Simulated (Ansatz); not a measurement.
**AlNH2Cl (SMILES [NH2][Al][Cl]): U-r2SCAN0/aug-cc-pVDZ**

Aim: the vertical electron affinity of AlNH2Cl at U-r2SCAN0/aug-cc-pVDZ, from 2 runs. 

The calculation is run with Ansatz 0.2.0.

71 further runs of the same task are left out: 71 set aside as unsound or not needed.

### Step 1. The molecule

AlNH2Cl has 5 atoms, charge 0, and is taken as a doublet. SMILES: `[NH2][Al][Cl]`. The shape is that of a PBE0-D4/def2-TZVP optimisation. This is one conformer, not always the lowest.

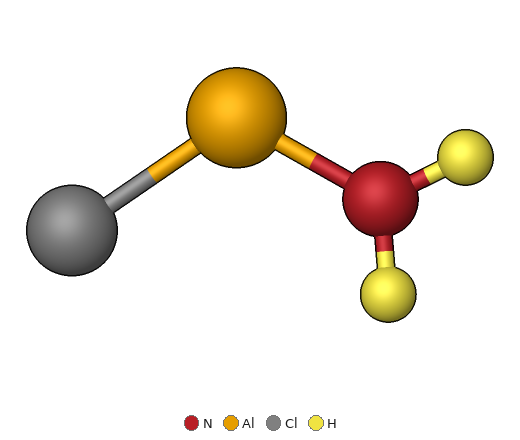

The structure, seen from a chosen angle (nitrogen red, aluminium amber, chlorine grey, hydrogen yellow).

### Step 2. The energy at U-r2SCAN0/aug-cc-pVDZ

Contents of input.yaml:

```yaml
crystal:
  periodic: [false, false, false]
  atoms:
    - {symbol: N, position_ang: [-0.549400, 0.461700, -0.232000]}
    - {symbol: Al, position_ang: [0.402600, -0.291600, 1.049100]}
    - {symbol: Cl, position_ang: [1.907000, -1.649700, 0.440800]}
    - {symbol: H, position_ang: [-1.293600, 1.123300, -0.083500]}
    - {symbol: H, position_ang: [-0.416600, 0.282700, -1.215900]}
basis:
  gaussian: {orbitals: aug-cc-pVDZ}
output: {orbitals: {seedname: orbitals}}
magnetization: {spin_polarized: true, initial_magnetization: 1}
hamiltonian: {xc: {name: r2SCAN0}}
accuracy: high
```

Started as:

```bash
$ ansatz run input.yaml --threads 1 --pin off --max-ram 3480MiB --events-out events.jsonl --progress --plain --runs-dir runs
```

What it wrote:

```text
Warning: RAYON_NUM_THREADS=1 ignored (pool sized by the plan → 1); use --threads N
Functional definition: r2SCAN0
  name "r2SCAN0"
  parameter a = 0.25
  parameter k0 = 0.174
  parameter k1 = 0.065
  parameter a1 = 4.9479
  exchange = (1 - a)*r2scan_x(k0 = k0, k1 = k1, a1 = a1) + a*exact_x
  correlation = r2scan_c
1868 factors; integrals over basis functions are off by at most 3.7e-9 eV
mean field evaluation 1: about -20633.3220 eV, gradient 4.4e1 eV
mean field evaluation 2: about -20603.7734 eV, gradient 7.3e1 eV
mean field evaluation 4: about -20641.4488 eV, gradient 4.2e0 eV
mean field evaluation 8: about -20641.6143 eV, gradient 3.2e-1 eV
mean field evaluation 16: about -20641.6153 eV, gradient 1.3e-3 eV
mean field -20641.61526208 eV, -758.5653694922 hartree, gradient 8.1e-8 eV, S^2 0.752759; 0 other end points of the search recorded, 0 dependent functions left out
reference -20641.61527026 eV, -758.5653697927 hartree; 20, 19 occupied and 75, 76 virtual orbitals, 1868 factors
Total energy: -20641.61527026 eV, -758.5653697927 hartree
```

Run time: 54 s. Hardware: 1 thread of Arm Neoverse N1, shared host; peak memory 0.56 GiB.

### Step 3. The singlet anion, same level

Contents of job.yaml:

```yaml
crystal:
  periodic: [false, false, false]
  atoms:
    - {symbol: "N", position_ang: [-0.549400, 0.461700, -0.232000]}
    - {symbol: Al, position_ang: [0.402600, -0.291600, 1.049100]}
    - {symbol: Cl, position_ang: [1.907000, -1.649700, 0.440800]}
    - {symbol: H, position_ang: [-1.293600, 1.123300, -0.083500]}
    - {symbol: H, position_ang: [-0.416600, 0.282700, -1.215900]}
basis:
  gaussian:
    orbitals: aug-cc-pVDZ
total_charge: -1
magnetization:
  spin_polarized: false
hamiltonian:
  xc: {name: r2SCAN0}
accuracy: high
output: {orbitals: {seedname: orbitals}}
```

Started as:

```bash
$ ansatz run job.yaml --threads 1 --pin off --max-ram 3480MiB --events-out events.jsonl --progress --plain --runs-dir runs
```

What it wrote, shortened:

```text
Warning: RAYON_NUM_THREADS=1 ignored (pool sized by the plan → 1); use --threads N
[... 8 set-up lines as earlier in the session ...]
1868 factors; integrals over basis functions are off by at most 3.7e-9 eV
mean field evaluation 1: about -20639.4351 eV, gradient 3.8e1 eV
mean field evaluation 2: about -20633.1866 eV, gradient 6.2e1 eV
mean field evaluation 4: about -20642.6115 eV, gradient 1.7e0 eV
mean field evaluation 8: about -20642.6734 eV, gradient 1.8e-1 eV
mean field evaluation 16: about -20642.6735 eV, gradient 6.0e-5 eV
mean field -20642.67354626 eV, -758.6042607185 hartree, gradient 2.6e-8 eV, S^2 0.000000; 0 other end points of the search recorded, 0 dependent functions left out
reference -20642.67354742 eV, -758.6042607608 hartree; 20, 20 occupied and 75, 75 virtual orbitals, 1868 factors
Total energy: -20642.67354742 eV, -758.6042607608 hartree
```

Run time: 29 s. Hardware: 1 thread of Arm Neoverse N1, shared host; peak memory 0.35 GiB.

### Step 4. What came out

At U-r2SCAN0/aug-cc-pVDZ:

```
                                                            quantity          value
                                       doublet AlNH2Cl: total energy  -758.56537 Eh
                 doublet AlNH2Cl: HOMO energy (highest over α and β)       -6.41 eV
                  doublet AlNH2Cl: LUMO energy (lowest over α and β)       -2.55 eV
                                               doublet AlNH2Cl: ⟨S²⟩          0.753
                                         singlet anion: total energy  -758.60426 Eh
                                          singlet anion: HOMO energy        0.29 eV
                                          singlet anion: LUMO energy        3.01 eV
singlet anion: HOMO–LUMO gap (to an unbound level, set by the basis)        2.72 eV
                   vertical electron affinity (to the singlet anion)       1.058 eV
```

In words: At fixed nuclei the extra electron is bound by 1.06 eV (24 kcal/mol). The HOMO (singlet anion) lies at positive energy, 0.29 eV; only total energies tell whether the electron is bound.
